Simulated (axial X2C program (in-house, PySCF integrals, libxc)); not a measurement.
# SnBr: from the state search to constants, part 2 of 2

Computed with an in-house X2C program for linear molecules on PySCF integrals; all-electron X2C, Sn dyall-cv3z, Br dyall-cv3z. The steps go on from the part before.

## Step 7: A higher determinant, spin-free

State: M_S = 1/2, Λ = 0 (beyond closed shells: σα).

Output at the reference distance:

```text
spin-free X2C-1e  PBE0
basis functions 231  fitting functions 1226  grid points 5802
iter        total energy     max residual
   1      -8782.235027113     5.10e-01
   2      -8782.269963697     1.73e-03
   3      -8782.269974936     9.08e-04
   4      -8782.269987728     1.90e-04
   5      -8782.269988264     1.28e-04
   6      -8782.269988655     1.93e-05
   7      -8782.269988665     3.54e-06
   8      -8782.269988666     1.83e-06
converged
one-electron -12846.85147379  Coulomb 3957.18333534  exact exchange -63.77060573  xc functional -195.29745703  nuclear repulsion 366.46621255
```

```
R (Å)  E above the lowest PBE0 point (eV)
2.199                               3.766
2.300                               3.100
2.375                               2.742
2.451                               2.479
2.527                               2.292
2.615                               2.152
2.704                               2.075
2.818                               2.049
2.957                               2.094
```

No constants are quoted: too few points lie around the minimum for a second fit to confirm the first.

## Step 8: The spin-free curves together

Energy (eV) of the followed determinant, spin-free, from each level's lowest point:

```csv
R (Å),PBE0,HF,MP2,CCSD,CCSD(T),BHandHLYP
2.199,0.811,0.937,0.783,n/a,n/a,0.859
2.300,0.323,0.399,0.304,0.344,0.335,0.352
2.375,0.122,0.168,0.109,0.134,0.126,0.139
2.451,0.022,0.043,0.016,0.027,0.024,0.030
2.527,0.000,0.000,0.000,0.000,0.000,0.000
2.615,0.046,0.025,0.053,0.043,0.044,0.037
2.704,0.146,0.109,0.161,0.142,0.144,0.131
2.818,0.328,0.273,0.354,0.325,0.327,0.306
2.957,0.597,0.526,0.637,n/a,n/a,0.569
3.159,1.024,0.938,1.086,n/a,n/a,0.989
```

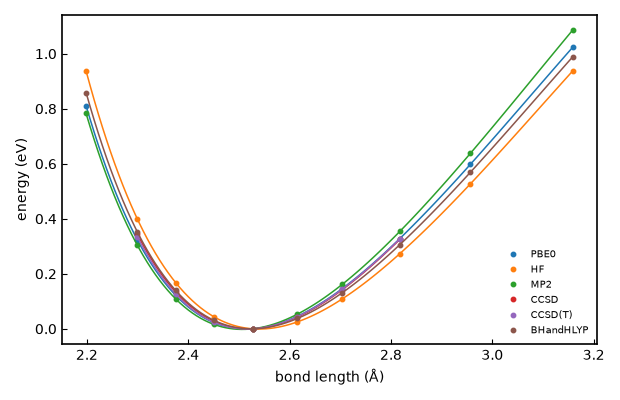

Curves of the followed state, spin-free, each from its own lowest point.

## Step 9: PBE0, 2c

State followed: Ω = 1/2 (excess of +ω over −ω: ω = 1/2). The scan is laid around 2.527 Å, a first estimate of the minimum, and this SCF restarts from the orbitals of the search.

The SCF at the reference distance of 2.527 Å:

```text
two-component X2C + atomic mean field  PBE0
basis functions 231  fitting functions 1226  grid points 5802
iter        total energy     max residual
   1      -8778.826535471     3.95e-01
   2      -8778.858096598     1.44e-03
   3      -8778.858105820     6.28e-04
   4      -8778.858113132     1.57e-04
   5      -8778.858113612     7.85e-05
   6      -8778.858113679     1.58e-05
   7      -8778.858113685     4.12e-06
   8      -8778.858113685     9.71e-07
converged
one-electron -12838.27554490  Coulomb 3956.40996618  exact exchange -63.74320303  xc functional -195.20335049  nuclear repulsion 366.46621255  atomic mean-field constant -4.51219399
```

Along the bond, energies from the lowest point:

```
R (Å)  E (eV)  μ (D)  HOMO (eV)  LUMO (eV)  iterations
2.199  0.8231  -0.50      -4.61      -2.67          10
2.300  0.3317  -1.12      -4.77      -2.82          10
2.375  0.1270  -1.59      -4.89      -2.93          10
2.451  0.0250  -2.06      -5.01      -3.04          10
2.527  0.0000  -2.52      -5.13      -3.15           8
2.615  0.0423  -3.06      -5.26      -3.27          10
2.704  0.1395  -3.59      -5.39      -3.39          10
2.818  0.3174  -4.26      -5.55      -3.54          11
2.957  0.5813  -5.05      -5.74      -3.71          11
3.159  0.9992  -6.12      -5.98      -3.95          12
```

Dipoles are positive if Br is the positive end.

Outer spinors at the reference distance:

```tsv
ω	occupied	ε (eV)	atomic character	λ mixture
3/2	yes	-29.64	100% Sn d	84% δ, 16% π
1/2	yes	-29.60	100% Sn d	60% π, 40% σ
-1/2	yes	-29.57	100% Sn d	54% π, 46% σ
-3/2	yes	-29.53	100% Sn d	78% δ, 22% π
-5/2	yes	-28.62	100% Sn d	100% δ
1/2	yes	-28.59	100% Sn d	60% σ, 40% π
-1/2	yes	-28.59	100% Sn d	54% σ, 46% π
-3/2	yes	-28.56	100% Sn d	78% π, 22% δ
3/2	yes	-28.54	100% Sn d	84% π, 16% δ
5/2	yes	-28.50	100% Sn d	100% δ
-1/2	yes	-21.58	84% Br s, 6% Sn p, 4% Sn d	100% σ
1/2	yes	-21.54	84% Br s, 6% Sn p, 5% Sn d	100% σ
-1/2	yes	-12.91	71% Sn s, 24% Br p, 3% Br s	100% σ
1/2	yes	-12.22	64% Sn s, 30% Br p, 3% Br s	100% σ
1/2	yes	-8.69	84% Br p, 9% Sn p, 3% Sn s	91% π, 9% σ
-1/2	yes	-8.66	70% Br p, 15% Sn p, 11% Sn s	58% σ, 42% π
-1/2	yes	-8.32	74% Br p, 16% Sn p, 6% Sn s	58% π, 42% σ
1/2	yes	-8.23	50% Br p, 25% Sn p, 22% Sn s	91% σ, 9% π
-3/2	yes	-8.20	88% Br p, 8% Sn p, 3% Sn d	100% π
3/2	yes	-8.15	90% Br p, 6% Sn p, 3% Sn d	100% π
1/2	yes	-5.13	88% Sn p, 9% Br p	99% π, 1% σ
-3/2	no	-3.15	90% Sn p, 7% Br p	100% π
-1/2	no	-2.62	91% Sn p, 6% Br p	99% π, 1% σ
3/2	no	-2.33	92% Sn p, 6% Br p	100% π
-1/2	no	-1.03	64% Sn p, 13% Sn d, 11% Br p	99% σ, 1% π
```

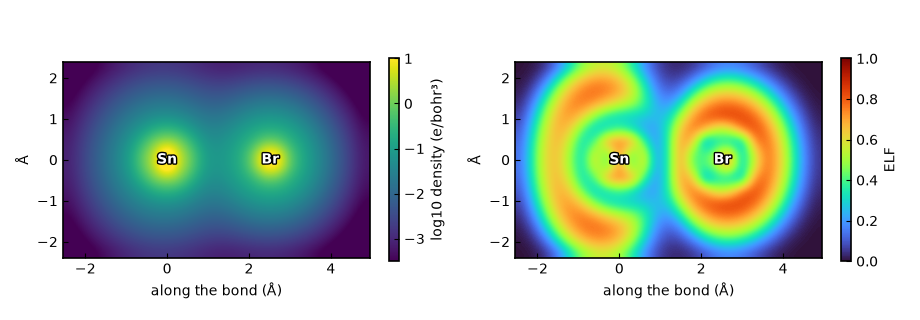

PBE0 fields in a plane through the axis, from a grid of 0.3 Å; Sn lies at z = 0 and Br at z = 2.527 Å; the ELF is damped to zero where the density is low.

Re = 2.518 Å, ωe = 242.3 cm⁻¹, ωexe = 0.54 cm⁻¹, Be = 0.05585 cm⁻¹, De = 3.52 eV, μ = -2.47 D.

## Step 10: HF, 2c

The SCF at the reference distance of 2.527 Å:

```text
two-component X2C + atomic mean field  HF
basis functions 231  fitting functions 1226  grid points 5802
iter        total energy     max residual
   1      -8774.884372292     2.37e-01
   2      -8774.918033397     5.32e-03
   3      -8774.919104126     2.94e-03
   4      -8774.919274959     1.05e-03
   5      -8774.919322303     4.73e-04
   6      -8774.919334892     2.58e-04
   7      -8774.919338039     1.32e-04
   8      -8774.919339426     5.22e-05
   9      -8774.919339753     3.89e-05
  10      -8774.919339858     1.71e-05
  11      -8774.919339873     5.17e-06
  12      -8774.919339875     1.07e-06
converged
one-electron -12837.29806714  Coulomb 3955.53617143  exact exchange -255.11146272  xc functional 0.00000000  nuclear repulsion 366.46621255  atomic mean-field constant -4.51219399
```

Re = 2.543 Å, ωe = 237.2 cm⁻¹, ωexe = 0.536 cm⁻¹, Be = 0.05477 cm⁻¹, De = 2.13 eV, μ = -3.03 D.

## Step 11: BHandHLYP, 2c

Output at 2.527 Å:

```text
two-component X2C + atomic mean field  BHandHLYP
basis functions 231  fitting functions 1226  grid points 5802
iter        total energy     max residual
   1      -8779.453958636     7.16e-02
   2      -8779.456536179     3.24e-03
   3      -8779.456548037     3.81e-03
   4      -8779.456720148     2.71e-04
   5      -8779.456722138     1.17e-04
   6      -8779.456722807     4.96e-05
   7      -8779.456722978     2.51e-05
   8      -8779.456723020     4.91e-06
   9      -8779.456723022     2.54e-06
  10      -8779.456723023     1.21e-06
converged
one-electron -12838.42755059  Coulomb 3956.60201439  exact exchange -127.51410537  xc functional -132.07110003  nuclear repulsion 366.46621255  atomic mean-field constant -4.51219399
```

Re = 2.528 Å, ωe = 239.8 cm⁻¹, ωexe = 0.538 cm⁻¹, Be = 0.05541 cm⁻¹, De = 3.20 eV, μ = -2.80 D.

## Step 12: MP2 and beyond, 2c

Correlated methods: 21 electrons correlated (frozen shells, counted by type: Sn 4 s, 3 p, 1 d; Br 3 s, 2 p, 1 d), 273 virtual spinors in MP2, 110 natural virtuals in coupled cluster.

Output of the correlated part at 2.527 Å:

```text
correlated 21  virtual 273  natural virtual 110  E(MP2) -0.691655515  MP2 remainder -0.064255680
iter   CCSD correlation   residual
   1     -0.596304370   1.29e-01
   2     -0.608827359   4.26e-02
   3     -0.610533453   1.65e-02
   4     -0.610369503   5.97e-03
   5     -0.610406771   2.29e-03
   6     -0.610420328   7.74e-04
   7     -0.610416734   2.97e-04
   8     -0.610419167   9.59e-05
   9     -0.610417404   3.40e-05
  10     -0.610417549   1.31e-05
  11     -0.610417377   6.87e-06
  12     -0.610417397   3.12e-06
  13     -0.610417401   1.51e-06
(T) -0.016696082  T1 0.0186  D1 0.0510  max T2 0.064
```

MP2: Re = 2.510 Å, ωe = 246.5 cm⁻¹, Be = 0.05622 cm⁻¹, De = 3.41 eV.

CCSD: Re = 2.524 Å, ωe = 244.7 cm⁻¹, ωexe = 0.576 cm⁻¹, Be = 0.05562 cm⁻¹, De = 3.19 eV. T1 at Re = 0.013 (Lee–Taylor, the printed value over √2).

CCSD(T): Re = 2.520 Å, ωe = 243.2 cm⁻¹, ωexe = 0.561 cm⁻¹, Be = 0.05579 cm⁻¹, De = 3.07 eV. T1 at Re = 0.013 (Lee–Taylor, the printed value over √2).

## Step 13: A higher determinant, 2c

State: Ω = 3/2 (excess of +ω over −ω: ω = 3/2).

Output at the reference distance:

```text
two-component X2C + atomic mean field  PBE0
basis functions 231  fitting functions 1226  grid points 5802
iter        total energy     max residual
   1      -8778.814917409     3.95e-01
   2      -8778.846466429     1.44e-03
   3      -8778.846475686     6.27e-04
   4      -8778.846483004     1.56e-04
   5      -8778.846483472     7.86e-05
   6      -8778.846483542     1.62e-05
   7      -8778.846483548     4.24e-06
   8      -8778.846483548     1.02e-06
converged
one-electron -12837.93005840  Coulomb 3956.06946071  exact exchange -63.74158446  xc functional -195.19831997  nuclear repulsion 366.46621255  atomic mean-field constant -4.51219399
```

```csv
R (Å),E above the lowest PBE0 point (eV)
2.199,1.128
2.300,0.640
2.375,0.438
2.451,0.339
2.527,0.316
2.615,0.362
2.704,0.462
2.818,0.643
2.957,0.912
```

Re = 2.515 Å, ωe = 243.8 cm⁻¹, ωexe = 0.538 cm⁻¹, Be = 0.05599 cm⁻¹, μ = -2.34 D. Te = 0.32 eV. As a difference of two determinants it need not be a gap between pure terms.

## Step 14: The 2c curves together

Energy (eV) of the followed determinant, 2c, from each level's lowest point:

```csv
R (Å),PBE0,HF,MP2,CCSD,CCSD(T),BHandHLYP
2.199,0.823,0.949,0.795,n/a,n/a,0.871
2.300,0.332,0.407,0.312,0.352,0.342,0.361
2.375,0.127,0.173,0.114,0.139,0.132,0.145
2.451,0.025,0.046,0.018,0.030,0.026,0.033
2.527,0.000,0.000,0.000,0.000,0.000,0.000
2.615,0.042,0.022,0.050,0.039,0.041,0.034
2.704,0.139,0.103,0.155,0.136,0.138,0.124
2.818,0.317,0.263,0.344,0.315,0.317,0.295
2.957,0.581,0.510,0.623,n/a,n/a,0.551
3.159,0.999,0.912,1.066,n/a,n/a,0.962
```

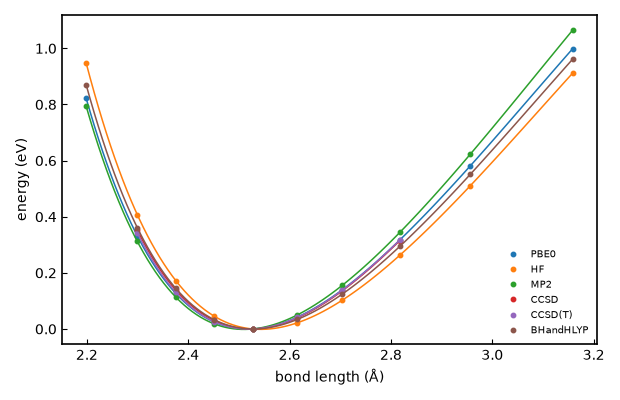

Curves of the followed state, 2c, each from its own lowest point.

The whole job took 7.2 min on 1 thread of Arm Neoverse V2, shared host; peak memory 2 GiB.

## Step 15: What came out

The summary covers parts 1 to 2.

Lowest determinant that the search found at its distance, spin-free: M_S = 1/2, Λ = 1 (beyond closed shells: π+α).

Lowest determinant that the search found at its distance, 2c: Ω = 1/2 (excess of +ω over −ω: ω = 1/2).

```csv
Hamiltonian,level,Re (Å),ωe (cm⁻¹),De (eV),μ (D)
spin-free,PBE0,2.515,244.0,3.51,-2.42
spin-free,HF,2.540,238.9,2.22,-2.98
spin-free,MP2,2.507,248.0,3.40,n/a
spin-free,CCSD,2.520,246.3,3.33,n/a
spin-free,CCSD(T),2.516,244.8,3.29,n/a
spin-free,BHandHLYP,2.525,241.7,3.30,-2.74
2c,PBE0,2.518,242.3,3.52,-2.47
2c,HF,2.543,237.2,2.13,-3.03
2c,MP2,2.510,246.5,3.41,n/a
2c,CCSD,2.524,244.7,3.19,n/a
2c,CCSD(T),2.520,243.2,3.07,n/a
2c,BHandHLYP,2.528,239.8,3.20,-2.80
```

Dipoles are positive if Br is the positive end.

Time per point (s) on 1 thread of Arm Neoverse V2, shared host (2c runs; CCSD comes with the CCSD(T) run); the times are rough: PBE0 1, HF 0.95, MP2 1.8, CCSD(T) 22, BHandHLYP 1.1.

**Reading.** At CCSD(T), going from spin-free to two-component changes Re by +3 mÅ, ωe by -0.7 %; the spin-free picture holds up (part of it comes from the scalar share of the two-electron terms). De moves by -0.22 eV; both De rest on single-determinant atoms, which can miss part of an open shell's spin–orbit lowering.

De refers to Sn + Br, each in the lowest determinant found, which need not be this curve's own limit. The state is a single determinant with fixed occupations, the lowest that a limited PBE0 search found. De is counted from the lowest determinant-based energies of the atoms at the same level, without counterpoise correction. Density functionals use the spin component along the axis (collinear). Coupled cluster ran in a truncated set of natural virtual spinors; the MP2 energy of the rest was added.
